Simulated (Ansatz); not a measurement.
# ClH$_{6}$Si$_{3}$ (charge +1): what the fields show

```xyz
10

Cl    1.0394   -2.1978    0.4734
Si   -1.7449   -0.1321   -0.9935
Si   -0.1214   -0.2144    0.7155
Si   -0.1125   -1.8113    2.3577
H    -0.9827    0.0127   -2.2612
H    -2.5794    1.0541   -0.6642
H    -2.4819   -1.4181   -0.8834
H     0.9676    0.7853    0.8745
H     0.8735   -1.7751    3.4603
H    -1.1812   -2.8332    2.4142
```

Geometry: r2SCAN-D4/def2-SVP.

All numbers below come from isolated molecule in a Gaussian basis; Kohn-Sham density functional theory, functional PBE0 in Ansatz.

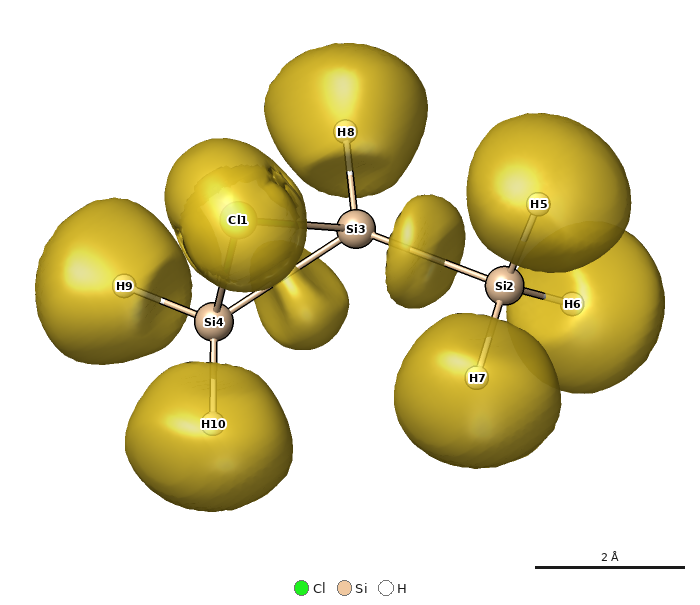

Figure 1. Isosurface of the ELF at 0.85 (yellow), seen at an oblique angle. Core shells and regions of very low density are left out.

**Identify the bonds, lone pairs and shells in this picture.**

The surface consists of one region between bonded Si–Si atoms (shared pairs), six regions around hydrogen nuclei, one region on Si in which the atom's valence shell and bonds are merged and one region wrapped around Cl (its lone pairs, merged into a ring or cap). Profiles from the grid: Si–Cl (2.24 Å): the ELF peaks at about 0.85 between the atoms (a polar covalent bond). Si–Si (2.29 Å): the ELF peaks at about 0.95 between the atoms: a covalent bond.

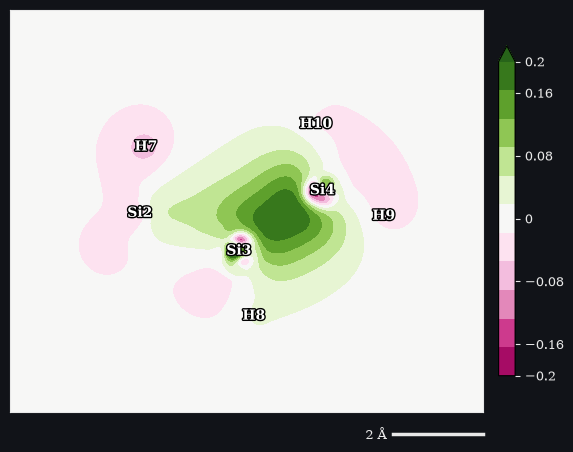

Figure 2. One frontier orbital on the plane of atoms Si3, Si4 and H9 (values in Å⁻³ᐟ²; the overall sign is arbitrary).

**Which orbital is it: HOMO or LUMO?**

The LUMO, at −6.66 eV. By Hirshfeld shares it lies mainly on Si3 (about 50 %), Cl1 (about 20 %), Si4 (about 10 %) and Si2 (about 10 %).

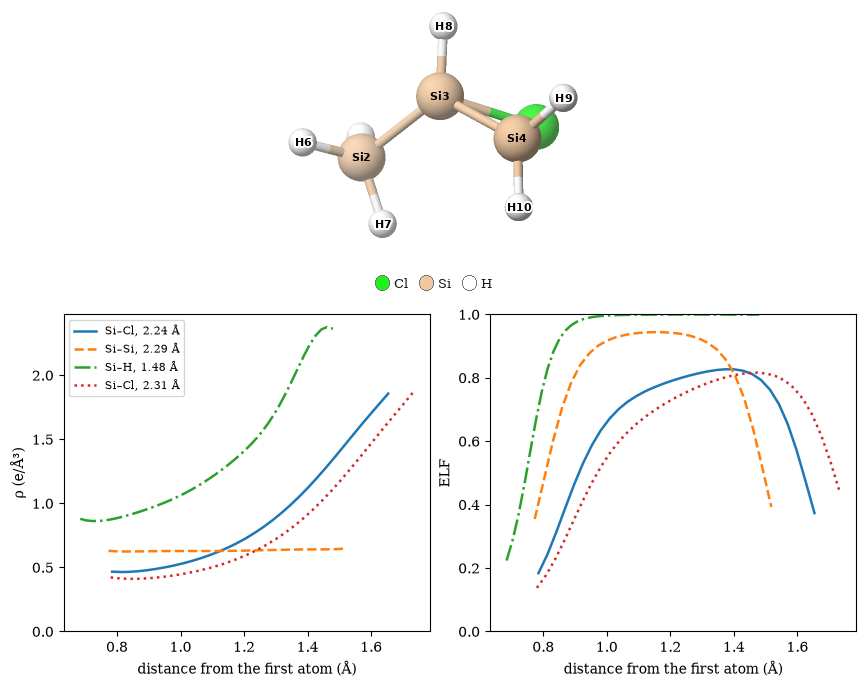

Figure 3. Electron density and ELF along straight lines between neighbouring atoms. The curves leave out the atomic cores. The structure is drawn too.

**Compare the contacts.**

Si–Cl (2.24 Å): the density is about 0.62 e/Å³ at the midpoint, with its minimum of 0.46 e/Å³ about 0.8 Å from Si; the ELF peaks at about 0.85 between the atoms, as expected for a shared but strongly polarised pair.
Si–Si (2.29 Å): the density is about 0.63 e/Å³ at the midpoint; the ELF peaks at about 0.95 between the atoms, as expected for a shared electron pair.
Si–H (1.48 Å): ρ is about 0.86 e/Å³ halfway; the ELF climbs to about 1 towards the hydrogen, as it does in any bond to H.
Si–Cl (2.31 Å): the density is about 0.55 e/Å³ at the midpoint, with its minimum of 0.41 e/Å³ about 0.8 Å from Si; the ELF peaks at about 0.80 between the atoms; a polar covalent bond.
